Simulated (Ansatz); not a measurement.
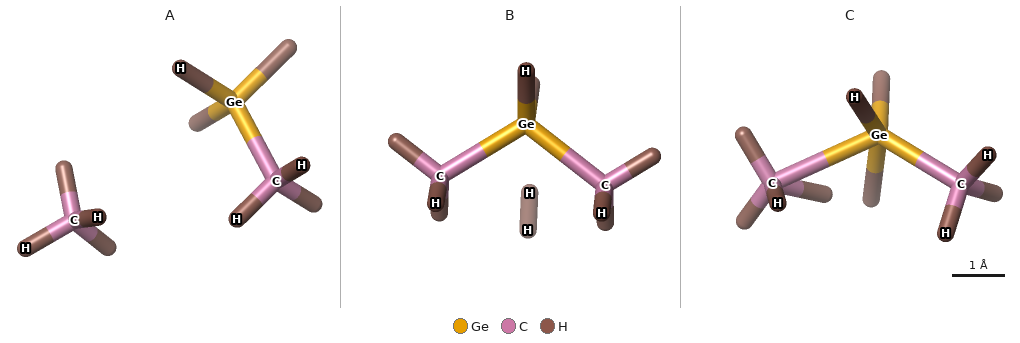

Three geometries of C2H10Ge: a saddle point and the two minima that it joins, in shuffled order. A stick model, seen face on. Sticks join atoms that are closer than about 1.2 times the sum of their covalent radii (a little more with hydrogen).

Stationary points at PBE0-D4/def2-TZVP, single-point energies with PBE0-D4 (def2-TZVPP where no basis is named; Ansatz 0.2.0). The energies are electronic, without zero-point or thermal terms, and both ends are the minima reached downhill from the saddle, with any fragments still in contact.

**Which frame is the transition state, what reaction does it lead through, and what barrier is to be expected?**

Frame C is the saddle point. Counted by bonded pieces, B holds C₂H₈Ge + H₂ and A holds CH₄ + CH₆Ge. From B over the saddle to A, bonds form: Ge–H (3.43 → 1.89 → 1.54 Å), C–H (3.91 → 1.38 → 1.09 Å). Bonds break: C–Ge (1.95 → 2.30 → 3.95 Å), H–H (0.75 → 1.15 → 3.26 Å). The saddle has one imaginary mode, 1779i cm⁻¹. With PBE0-D4 the barrier is 73.5 kcal/mol from B and 83.6 kcal/mol from A, and A lies 10.1 kcal/mol below B.

Limits of the set-up: the start holds two separate molecules, 2.8 Å apart at their closest, whose relative position is a soft coordinate.
